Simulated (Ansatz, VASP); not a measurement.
## Cross-check of Fe between VASP and Ansatz

One calculation is typed for both programs; each brings its own data sets and cutoff. How far apart do they land? The cell comes out of the VASP series on this material, whose earlier steps may have relaxed, scaled or displaced it; both programs get it as it stands.

Main program and level: Ansatz 0.2.0; plane waves, with VASP 6.6.1 beside it; relaxation of cell and atoms at LDA and relaxation of cell and atoms at r2SCAN with rVV10.

## 1. The structure

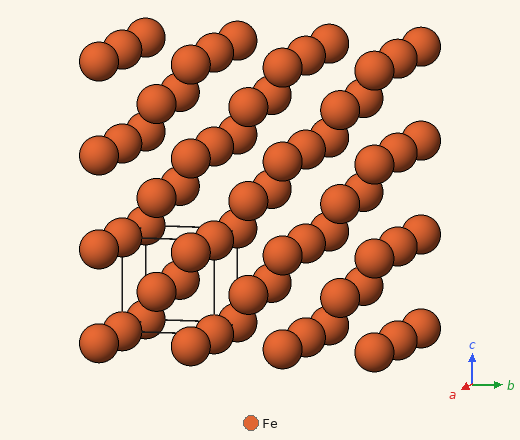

The cell as given, slightly off an axis (iron orange). 2×3×3 cells are drawn. This picture shows the conventional cell, with its axes. Some periodic images of atoms are drawn too.

## 2. Ansatz: relaxation of cell and atoms, LDA

Ansatz runs on its default PAW (the set named soft_2) files.

The relaxed volume is the usual yardstick between codes: its relative difference is about their pressure difference at one cell divided by the bulk modulus.

Input file input.yaml:

```yaml
crystal:
  lattice:
    - [-1.377591538, 1.377591538, 1.377591538]
    - [1.377591538, -1.377591538, 1.377591538]
    - [1.377591538, 1.377591538, -1.377591538]
  atoms:
    - { symbol: Fe, position: [0.0, 0.0, 0.0], spin: 3.0 }
hamiltonian:
  xc: lda
  pseudopotentials: { kind: paw }
magnetization:
  spin_polarized: true
kpoints:
  mp_grid: { grid: [14, 14, 14] }
scf:
  occupations: { method: methfessel_paxton, width: 0.1 }
relax:
  f_tol: 0.01
  max_steps: 60
  cell: { stress_tol: 0.05 }
output:
  forces: true
  stress: true
```

The run is started by

```
> ansatz run input.yaml --threads 4 --pin off --max-ram 9216MiB --backend cpu --events-out ev --progress --plain --runs-dir out
```

Numbers of over 12 decimals in the logs are rounded to 6 here.

Output:

```text
Engine: ansatz 0.2.0, aarch64-unknown-linux-gnu
Pseudopotentials: kind: paw
Pseudopotential: Fe, paw, valence charge 16, recommended cutoff 420 eV (normal), Fe.paw.azcp
Functional definition: SPW92
  exchange = slater_x
  correlation = pw_c
Crystal: 1 atoms, lattice volume = 10.457 Å³
Basis set: ecut = 420 eV, 201 PW (Γ)
Bands: 14, of which v1, the nominal top of the filled ones, is band 8 counted from 1 (7 counted from 0)
Symmetry: 48 space group operations
Space group: Im-3m (ITA 229), of the structure as read, at distance tolerance 2.2e-5 Å
Magnetic group: BNS 229.140 (UNI 1642), of the structure as read, at distance tolerance 2.2e-5 Å
k-points: 104 of 2744
Non-local potential: Fe, projectors of the file, l = 0: 3, l = 1: 2, l = 2: 3, l = 3: 1
PAW form: soft (Blöchl's): semilocal exchange-correlation on the pseudo side does not see the compensation charge
PAW frozen core: Fe, regenerated for the run's functional, and the local potential with it (the file was generated under x = pbe(κ = 0.804, μ = 0.219515), c = pbe(β = 0.066725))
PAW one-centre angular grid: Fe, 590 points (default); XC on 64 Gauss nodes
Initial density: superposition of atomic densities (chi_scale 0.1, normalization cell)
Starting moments: Σ|m| = 3 μB on 1 of 1 site
Initial wavefunctions: pseudopotential atomic-orbital guess
Functional: x = slater, c = lda
SCF iter   1: F=—  HF=-4419.748297 eV  |F-HF|=—  |Δ(HF+E_count)|=         —  Δρ=1.25e-1 (↑1.25e-1 ↓6.85e-2)  dr2=2.08e0  dr2_m=2.27e-1  M=2.328 μB ∫|m|=2.359 μB  β_m=0.30  ethr=3.10e-3  ⟨swp⟩=4.8  Hψ=14110  notcnv=0
Mixer restart at iter 1: flushing history
preconditioner: auto → none  [metal: Δε(μ)=0.003 eV  Ē_g=15.582 eV  σ=0.100 eV  W_gap=0.01  n_scr=0 (ndim 8)  ℏωp=32.5 eV  f_vac=0.000  D(μ)=0.87/eV (n_scr^D=12)]
SCF iter   2: F=—  HF=-4419.014688 eV  |F-HF|=—  |Δ(HF+E_count)|=   7.34e-1  Δρ=2.89e-2 (↑2.28e-2 ↓2.89e-2)  dr2=3.19e-2  dr2_m=4.73e-2  M=2.383 μB ∫|m|=2.435 μB  β_m=0.29  ethr=3.10e-3  ⟨swp⟩=3.7  Hψ=7544  notcnv=0  defer=263
SCF iter   3: F=—  HF=-4419.502929 eV  |F-HF|=—  |Δ(HF+E_count)|=         —  Δρ=5.39e-2 (↑5.39e-2 ↓5.26e-2)  dr2=2.68e-3  dr2_m=2.70e-1  M=2.093 μB ∫|m|=2.123 μB  β_m=0.29  ethr=1.99e-4  ⟨swp⟩=2.6  Hψ=5810  notcnv=0  defer=263
Mixer restart at iter 3: flushing history
SCF iter   4: F=—  HF=-4419.657652 eV  |F-HF|=—  |Δ(HF+E_count)|=   1.55e-1  Δρ=4.03e-2 (↑3.41e-2 ↓4.03e-2)  dr2=4.04e-3  dr2_m=1.32e-1  M=2.089 μB ∫|m|=2.124 μB  β_m=0.62  ethr=1.68e-5  ⟨swp⟩=2.7  Hψ=5044  notcnv=0  defer=263
SCF iter   5: F=—  HF=-4419.947123 eV  |F-HF|=—  |Δ(HF+E_count)|=   2.89e-1  Δρ=1.90e-2 (↑1.90e-2 ↓6.37e-3)  dr2=3.14e-2  dr2_m=5.16e-3  M=2.052 μB ∫|m|=2.097 μB  β_m=0.50  ethr=1.68e-5  ⟨swp⟩=3.1  Hψ=6637  notcnv=0  defer=263
SCF iter   6: F=—  HF=-4419.936050 eV  |F-HF|=—  |Δ(HF+E_count)|=   1.11e-2  Δρ=7.39e-3 (↑7.39e-3 ↓2.22e-3)  dr2=6.68e-3  dr2_m=8.86e-4  M=2.093 μB ∫|m|=2.136 μB  β_m=0.58  ethr=1.68e-5  ⟨swp⟩=2.0  Hψ=6903  notcnv=0  defer=263
SCF iter   7: F=—  HF=-4419.938899 eV  |F-HF|=—  |Δ(HF+E_count)|=   2.85e-3  Δρ=2.60e-3 (↑2.60e-3 ↓1.81e-3)  dr2=1.51e-3  dr2_m=1.66e-5  M=2.092 μB ∫|m|=2.135 μB  β_m=0.79  ethr=1.68e-5  ⟨swp⟩=1.5  Hψ=3343  notcnv=0  defer=261
SCF iter   8: F=—  HF=-4419.940012 eV  |F-HF|=—  |Δ(HF+E_count)|=   1.11e-3  Δρ=1.67e-4 (↑1.67e-4 ↓4.73e-5)  dr2=1.56e-6  dr2_m=6.07e-7  M=2.089 μB ∫|m|=2.132 μB  β_m=0.85  ethr=9.44e-6  ⟨swp⟩=2.2  Hψ=3664  notcnv=0  defer=259
SCF iter   9: F=—  HF=-4419.940015 eV  |F-HF|=—  |Δ(HF+E_count)|=   2.70e-6  Δρ=3.99e-5 (↑3.99e-5 ↓3.38e-5)  dr2=4.45e-7  dr2_m=5.84e-9  M=2.090 μB ∫|m|=2.132 μB  β_m=0.93  ethr=9.77e-9  ⟨swp⟩=2.2  Hψ=4626  notcnv=0  defer=259
SCF iter  10: F=—  HF=-4419.937491 eV  |F-HF|=—  |Δ(HF+E_count)|=         —  Δρ=1.30e-3 (↑1.30e-3 ↓7.39e-4)  dr2=2.98e-5  dr2_m=9.66e-5  M=2.100 μB ∫|m|=2.140 μB  β_m=0.93  ethr=2.78e-9  ⟨swp⟩=2.0  Hψ=3513  notcnv=0  defer=259
Mixer restart at iter 10: flushing history
iteration 10: the input's own smearing fills from here on; a Gaussian of 0.1 eV has filled iterations ahead of it
SCF iter  11: F=—  HF=-4419.937545 eV  |F-HF|=—  |Δ(HF+E_count)|=   5.41e-5  S|Δr|=    0.00e0  Δρ=8.36e-4 (↑8.36e-4 ↓7.94e-4)  dr2=1.70e-4  dr2_m=1.01e-7  M=2.099 μB ∫|m|=2.140 μB  β_m=0.78  ethr=2.78e-9  ⟨swp⟩=3.0  Hψ=6021  notcnv=0  defer=259
SCF iter  12: F=—  HF=-4419.937534 eV  |F-HF|=—  |Δ(HF+E_count)|=   1.15e-5  S|Δr|=    0.00e0  Δρ=1.08e-3 (↑1.08e-3 ↓3.28e-4)  dr2=1.19e-4  dr2_m=1.71e-5  M=2.103 μB ∫|m|=2.143 μB  β_m=0.62  ethr=2.78e-9  ⟨swp⟩=3.0  Hψ=6052  notcnv=0  defer=259
SCF iter  13: F=—  HF=-4419.937509 eV  |F-HF|=—  |Δ(HF+E_count)|=   2.53e-5  S|Δr|=    0.00e0  Δρ=3.72e-4 (↑3.72e-4 ↓1.01e-4)  dr2=1.33e-5  dr2_m=2.16e-6  M=2.102 μB ∫|m|=2.142 μB  β_m=0.80  ethr=2.78e-9  ⟨swp⟩=3.1  Hψ=5075  notcnv=0  defer=258
SCF iter  14: F=—  HF=-4419.937506 eV  |F-HF|=—  |Δ(HF+E_count)|=   3.02e-6  S|Δr|=    0.00e0  Δρ=6.47e-5 (↑6.47e-5 ↓1.73e-5)  dr2=4.06e-7  dr2_m=6.27e-8  M=2.102 μB ∫|m|=2.142 μB  β_m=0.90  ethr=2.78e-9  ⟨swp⟩=2.0  Hψ=4361  notcnv=0  defer=258
SCF iter  15: F=-4419.937506 eV  HF=-4419.937506 eV  |F-HF|=2.69e-9  |Δ(HF+E_count)|=   9.61e-8  S|Δr|=    0.00e0  Δρ=5.20e-6 (↑5.20e-6 ↓1.48e-6)  dr2=2.75e-9  dr2_m=3.50e-10  M=2.102 μB ∫|m|=2.142 μB  ethr=6.25e-10  ⟨swp⟩=3.0  Hψ=9656  notcnv=0
SCF 1 converged in 15 iterations: F = -4419.937506 eV  dr2 = 2.75e-9
  greatest PAW one-centre occupation: 1.003 electrons in one spin orbital (limit 2), on the Fe atom at site 0 (counted from 0), in its partial waves of l = 1
relax step   1: F+E_penalty+E_count = -4419.93750555 eV  Δ(F+E_penalty+E_count) = +0.000e0 eV  max|allowed force component| = 0.000e0 eV/Å  Δτ_max = 0.0000 Å  P = +0.609 GPa  Ω = 10.457 Å³  (15 SCF iters, dr2 threshold 1.00e-7 eV, accepted)
[...]
relax step   2: F+E_penalty+E_count = -4419.93752596 eV  Δ(F+E_penalty+E_count) = -2.042e-5 eV  max|allowed force component| = 0.000e0 eV/Å  Δτ_max = 0.0000 Å  P = +0.256 GPa  Ω = 10.471 Å³  energy of the carried Pulay correction = -1.692e-5 eV  (4 SCF iters, dr2 threshold 1.00e-7 eV, accepted)
[...]
relax step   3: F+E_penalty+E_count = -4419.93752190 eV  Δ(F+E_penalty+E_count) = +4.060e-6 eV  max|allowed force component| = 0.000e0 eV/Å  Δτ_max = 0.0000 Å  P = +0.003 GPa  Ω = 10.481 Å³  energy of the carried Pulay correction = -2.920e-5 eV  (4 SCF iters, dr2 threshold 1.00e-7 eV, accepted)
[...]
relax step   4: F+E_penalty+E_count = -4419.93753271 eV  Δ(F+E_penalty+E_count) = -1.081e-5 eV  max|allowed force component| = 0.000e0 eV/Å  Δτ_max = 0.0000 Å  P = +0.012 GPa  Ω = 10.481 Å³  stress off target by 1.21e-2 GPa  SCF on the basis re-selected at this cell (its energy is not comparable with the rows above)  (5 SCF iters)
basis re-selected at this cell: Δ(F+E_penalty+E_count) = -1.081e-5 eV, ΔP = +0.009 GPa vs the last step (what re-selecting the basis moved, of the pressure what is left beyond the Pulay correction that the steps carried, after the strain that the cell walked since its last selection, with what the two solves' SCF thresholds leave and, on support functions, any second-order correction that the steps lacked; it is no measure of the basis error at this ecutwfc). This SCF's stress stands 1.21e-2 GPa from its target on what of the cell is left free (relax.cell.stress_tol is 5.00e-2 GPa) and its largest allowed force component is 0.00e0 eV/Å (relax.f_tol is 1.00e-2 eV/Å): [rest of the remark cut]
SCF converged after 5 iterations
Stability not checked: this state was not tested for a lower state beside it, because cold or Methfessel-Paxton smearing, or corrected tetrahedra, fill the levels in a way that the test cannot read (fill_not_monotonic; see scf.lower_state_search)
Magnetization: 2.1040 μB (9.0520 up, 6.9480 down)
Absolute magnetization: 2.1446 μB (∫|ρ↑−ρ↓|, with the PAW one-centre terms)
Spin contamination: 0.0185 ħ² per cell (⟨S²⟩ above its minimum at these occupations)
Per-site moments (μB) at R_I (Å): [(2.097272, 0.984997)]
Free energy (F): -4419.937533 eV
Harris-Foulkes:  -4419.937533 eV  (|F-HF|=9.09e-13)
Internal energy: -4419.937579 eV  (E = F + TS)
E sigma→0 (E₀):  -4419.937544 eV
Entropy (-TS):   0.000046 eV (0.046 meV/atom)
Fermi energy:    20.110923 eV
--- Per-component energies (eV) ---
  E_band       = -186.077800
  E_kinetic    = 353.716814
  E_local      = -1968.677034  (includes V_loc(G=0)·N_el)
  E_nonlocal   = 221.725329
  E_hartree    = 829.112319
  E_xc         = -118.150462
  E_vxc        = -152.931025  (∫ρ·V_xc dr)
  E_paw        = -1305.352050  (= ΣΔE_a)
  E_vpaw       = -298.137469  (= ΣTr[D̂ρ^β])
  E_aug_tail   = 0.000990  (compensation charges beyond the density's cutoff)
  E_ewald      = -2432.715021
  E_core_change = 0.401536  (= ΣΔE_core)
  E_smearing   = 0.000046  (= −TS)
  E_closure    = -0.000000  (closes the sum)
  Σ components = -4419.937533   (vs F -4419.937533, Δ=0.00e0)
--- Forces (eV/Å), atoms counted from 1 ---
  atom   1  Fe    -0.00000000     0.00000000     0.00000000
  max |Σ_I F_I| component: 2.79e-31 eV/Å
--- Stress (GPa, compression-positive) ---
        0.012060      -0.000000      -0.000000
       -0.000000       0.012060       0.000000
        0.000000      -0.000000       0.012060
  P = ⅓ Tr σ = 0.0121 GPa (0.121 kbar)
--- Relaxed structure (3 steps of the walk, 3 accepted, 1 SCFs on fresh bases) ---
  F+E_penalty+E_count = -4419.93753271 eV   max|allowed force component| = 0.000e0 eV/Å   (the final SCF, on the basis selected at the relaxed cell)
  cell:  # Å, volume = 10.4812 Å³
    - [-1.378639, 1.378639, 1.378639]
    - [1.378639, -1.378639, 1.378639]
    - [1.378639, 1.378639, -1.378639]
  atoms:
    - { symbol: Fe, position: [0.0, 0.0, 0.0] }
```

It took 2.8 s on 4 threads of Arm Neoverse V2, shared host; peak memory 0.29 GiB.

## 3. VASP: relaxation of cell and atoms, LDA

The same cell, functional (in two slightly different forms), mesh and smearing now go to VASP, with its own data sets and cutoff.

Lines of VASP's logs that name or quote its potential files are left out, and so is its time.

Input file INCAR:

```
SYSTEM = Fe
PREC = Accurate
ENCUT = 450
EDIFF = 1E-06
NELM = 100
ISMEAR = 1
SIGMA = 0.1
LREAL = .FALSE.
ALGO = Normal
GGA = CA
NBANDS = 10
ISPIN = 2
MAGMOM = 3
LMAXMIX = 4
LORBIT = 11
LWAVE = .FALSE.
LCHARG = .FALSE.
KPAR = 2
IBRION = 2
NSW = 50
ISIF = 3
EDIFFG = -0.01
```

Input file POSCAR:

```
Fe
1.0
   -1.3775915380      1.3775915380      1.3775915380
    1.3775915380     -1.3775915380      1.3775915380
    1.3775915380      1.3775915380     -1.3775915380
Fe
1
Direct
    0.0000000000      0.0000000000      0.0000000000
```

Input file KPOINTS:

```
Automatic mesh
0
Gamma
14 14 14
0 0 0
```

The projector-augmented-wave data sets are Fe (LDA family, release 64).

The run is started by

```
> mpirun -np 2 vasp_std
```

Output:

```text
[banner, memory and clock lines left out]
running    2 mpi-ranks, on    1 nodes
 distrk:  each k-point on    1 cores,    2 groups
 distr:  one band on    1 cores,    1 groups

 POSCAR found type information on POSCAR Fe
 POSCAR found :  1 types and       1 ions
 LDA part: xc-table for (Slater(with rela. corr.)+CA(PZ))
 , standard interpolation
 POSCAR, INCAR and KPOINTS ok, starting setup
 FFT: planning ... GRIDC
 FFT: planning ... GRID_SOFT
 FFT: planning ... GRID
 WAVECAR not read
 entering main loop
       N       E                     dE             d eps       ncg     rms          rms(c)
DAV:   1     0.137372474337E+02    0.13737E+02   -0.37019E+03  4472   0.922E+02
DAV:   2    -0.984295984148E+01   -0.23580E+02   -0.21953E+02  4212   0.126E+02
DAV:   3    -0.102425826721E+02   -0.39962E+00   -0.39697E+00  4610   0.210E+01
DAV:   4    -0.102444242098E+02   -0.18415E-02   -0.18413E-02  4530   0.128E+00
DAV:   5    -0.102444393062E+02   -0.15096E-04   -0.15097E-04  4556   0.113E-01    0.130E+01
DAV:   6    -0.929429180515E+01    0.95015E+00   -0.10164E+01  4486   0.520E+01    0.432E+00
DAV:   7    -0.923537079951E+01    0.58921E-01   -0.45553E-01  4566   0.111E+01    0.290E+00
DAV:   8    -0.922550311488E+01    0.98677E-02   -0.63823E-03  5382   0.649E-01    0.145E+00
DAV:   9    -0.921805853212E+01    0.74446E-02   -0.10265E-02  5428   0.988E-01    0.492E-01
DAV:  10    -0.921840858092E+01   -0.35005E-03   -0.37732E-04  4702   0.319E-01    0.278E-01
DAV:  11    -0.921870411881E+01   -0.29554E-03   -0.76073E-04  5400   0.354E-01    0.521E-02
DAV:  12    -0.921869134779E+01    0.12771E-04   -0.15798E-05  4016   0.511E-02    0.660E-02
DAV:  13    -0.921869658180E+01   -0.52340E-05   -0.36911E-06  2506   0.249E-02    0.264E-02
DAV:  14    -0.921870059383E+01   -0.40120E-05   -0.48688E-06  2704   0.278E-02    0.150E-03
DAV:  15    -0.921870058416E+01    0.96708E-08   -0.13143E-07  2118   0.432E-03
   1 F= -.92187006E+01 E0= -.92188348E+01  d E =-.921870E+01  mag=     2.0924
 curvature:   0.00 expect dE= 0.000E+00 dE for cont linesearch  0.000E+00
 trial: gam= 0.00000 g(F)=  0.774E-62 g(S)=  0.225E-05 ort = 0.000E+00 (trialstep = 0.100E+01)
 search vector abs. value=  0.225E-05
 reached required accuracy - stopping structural energy minimisation
```

Parts of OUTCAR (step 3):

```text
ion  position               nearest neighbor table
   1  0.000  0.000  0.000-

  LATTYP: Found a body centered cubic cell.
 ALAT       =     2.7551830760

 Subroutine GETGRP returns: Found 48 space group operations
 (whereof 48 operations were pure point group operations)

The static configuration has the point symmetry O_h .

 Found    104 irreducible k-points:

   k-points           NKPTS =    104   k-points in BZ     NKDIM =    104   number of bands    NBANDS=     10

   dimension x,y,z NGX =    18 NGY =   18 NGZ =   18
   dimension x,y,z NGXF=    36 NGYF=   36 NGZF=   36

   ENCUT  =  450.0 eV  33.07 Ry    5.75 a.u.   4.13  4.13  4.13*2*pi/ulx,y,z

   NELECT =       8.0000    total number of electrons

 k-points in reciprocal lattice and weights: Automatic mesh
   0.00000000  0.00000000  0.00000000       0.000
   0.07142857  0.00000000  0.00000000       0.004
   0.14285714  0.00000000  0.00000000       0.004
   0.21428571  0.00000000  0.00000000       0.004
   0.28571429  0.00000000  0.00000000       0.004
   0.35714286  0.00000000  0.00000000       0.004
   0.42857143  0.00000000  0.00000000       0.004
   0.50000000  0.00000000  0.00000000       0.002
   0.07142857  0.07142857  0.00000000       0.009
[...]
0.50000000  0.50000000  0.42857143       0.004
   0.50000000  0.50000000  0.50000000       0.000

 average (electrostatic) potential at core
       1 -43.0894

 E-fermi :   6.6421

 spin component 1
 k-point     1 :       0.0000    0.0000    0.0000
  band No.  band energies     occupation
    ...
      2       4.1313      1.00000
      3       4.1313      1.00000
      4       4.1313      1.00000
      5       5.6851      1.00000
      6       5.6851      1.00000
      7      32.2542      0.00000
      8      32.2542      0.00000
      9      32.2542      0.00000
     10      37.9670      0.00000

 k-point     2 :       0.0714    0.0000    0.0000
  band No.  band energies     occupation
    ...
      2       4.0642      1.00000
      3       4.1248      1.00000
      4       4.2613      1.00000
      5       5.6175      1.00000
      6       5.6906      1.00000
      7      30.9906      0.00000
      8      31.9689      0.00000
      9      32.1584      0.00000
     10      37.2913      0.00000

 k-point     3 :       0.1429    0.0000    0.0000
  band No.  band energies     occupation
    ...
      2       3.8793      1.00000
      3       4.0783      1.00000
      4       4.6350      1.00000
      5       5.4856      1.00000
      6       5.7090      1.00000
      7      28.2392      0.00000
      8      30.9284      0.00000
      9      31.9346      0.00000
     10      35.7294      0.00000

 k-point     4 :       0.2143    0.0000    0.0000
  band No.  band energies     occupation
    ...
      2       3.6197      1.00000
      3       3.9852      1.00000
      4       5.2041      1.00000
      5       5.4342      1.00000
      6       5.7439      1.00000
      7      24.9595      0.00000
      8      29.3723      0.00000
      9      31.6892      0.00000
     10      33.3239      0.00000

 k-point     5 :       0.2857    0.0000    0.0000
  band No.  band energies     occupation
    ...
      2       3.3416      1.00000
      3       4.0830      1.00000
      4       5.5100      1.00000
      5       5.7946      1.00000
      6       5.8833      1.00000
      7      21.5921      0.00000
      8      27.8319      0.00000
      9      31.1974      0.00000
     10      31.4838      0.00000

 k-point     6 :       0.3571    0.0000    0.0000
  band No.  band energies     occupation
    ...
      2       3.0991      1.00000
      3       4.8328      1.00000
      4       5.6633      1.00000
      5       5.8514      1.00000
      6       6.5483      1.01747
      7      18.4309      0.00000
      8      26.5959      0.00000
      9      29.4892      0.00000
     10      31.3378      0.00000

  Total       -0.0039387     -0.0039387     -0.0039387      0.0000000      0.0000000      0.0000000
  in kB       -0.6034581     -0.6034581     -0.6034581      0.0000000      0.0000000      0.0000000
  external PRESSURE =      -0.6034581 kB  Pullay stress =       0.0000000 kB

  energy-cutoff  :      450.00
  volume of cell :       10.46
      direct lattice vectors                 reciprocal lattice vectors
    -1.377591538  1.377591538  1.377591538     0.000000000  0.362952288  0.362952288
     1.377591538 -1.377591538  1.377591538     0.362952288  0.000000000  0.362952288
     1.377591538  1.377591538 -1.377591538     0.362952288  0.362952288  0.000000000

 POSITION                                       TOTAL-FORCE (eV/Angst)
 -----------------------------------------------------------------------------------
      0.00000      0.00000      0.00000         0.000000     -0.000000     -0.000000
 -----------------------------------------------------------------------------------
    total drift:                                0.000000     -0.000000      0.000000

  FREE ENERGIE OF THE ION-ELECTRON SYSTEM (eV)
  ---------------------------------------------------
  free  energy   TOTEN  =        -9.2187005842 eV

  energy  without entropy=       -9.2191031757  energy(sigma->0) =       -9.21883478

 reached required accuracy - stopping structural energy minimisation

 total charge
# of ion       s       p       d       tot
------------------------------------------
    1        0.526   0.610   6.329   7.465

 magnetization (x)
# of ion       s       p       d       tot
------------------------------------------
    1       -0.008  -0.026   2.090   2.056

[... 6 further parts left out ...]
```

CONTCAR:

```
Fe
   1.00000000000000
    -1.3775915379999999    1.3775915379999999    1.3775915379999999
     1.3775915379999999   -1.3775915379999999    1.3775915379999999
     1.3775915379999999    1.3775915379999999   -1.3775915379999999
  Fe
     1
Direct
     0.0000000000000000    0.0000000000000000    0.0000000000000000
```

## 4. Comparison

Known differences besides the PAW data sets themselves: the two LDA forms differ slightly; both relaxations stop at a tolerance, which leaves soft axes loose, and VASP keeps its plane-wave basis; the data sets hold 16 valence electrons in Ansatz (default PAW (the set named soft_2) files) and 8 in VASP; the cutoff is 420 eV in Ansatz and 450 eV in VASP; Ansatz makes its cores anew for this functional, VASP keeps those of its LDA data sets; Ansatz adds a Pulay correction to the stress that steers its cell, VASP none; site moments are counted in spheres of each program's own size. Total energies have different zeros and are not compared.

Compared:

```csv
quantity,Ansatz,VASP,difference
volume (Å³),10.48,10.46,+0.23 %
"edge a after relaxation, in the typed setting (Å)",2.388,2.386,+0.08 %
total moment (μB),2.10,2.09,+0.01
moment on Fe1 (μB),2.10,2.06,+0.04
```

The walks stopped with 0.01 GPa left in Ansatz and -0.06 GPa in VASP; each walk ends within a tolerance, so the volume difference is uncertain by about these residues over the bulk modulus, most in soft cells.

(Part 1 of 2 ends here.)

[Lines on the potential files, build, host, timing and source positions are cut from VASP's logs without a mark.]

[Logs are printed without paths, hosts, clocks, repeated set-up lines and the standing remarks that a program may print on its own settings, such as how far it seeks lower states.]

[Hosts, paths, dates, database ids (printed as entryN), source tags and the programs' standing remarks are cut or masked in the printed files.]
